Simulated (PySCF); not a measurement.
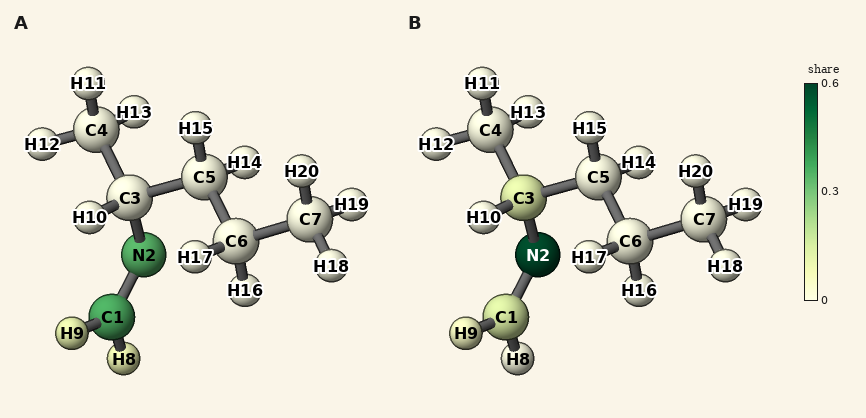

Each panel colours the atoms by their Löwdin share in one orbital (up to four of the largest shares; other atoms are shown as zero). The geometry was computed by an optimisation with GFN2-xTB. No frequency run is at hand to confirm it as a minimum. Level of theory: CAM-B3LYP/def2-SVPD (PySCF 2.14.0).

**The panels show the HOMO, LUMO, in some order. Which is which?**

A: LUMO, 0.89 eV; C1 0.35, N2 0.34, H9 0.10, H8 0.08
B: HOMO, −8.67 eV; N2 0.58, C1 0.13, C3 0.11, H9 0.06
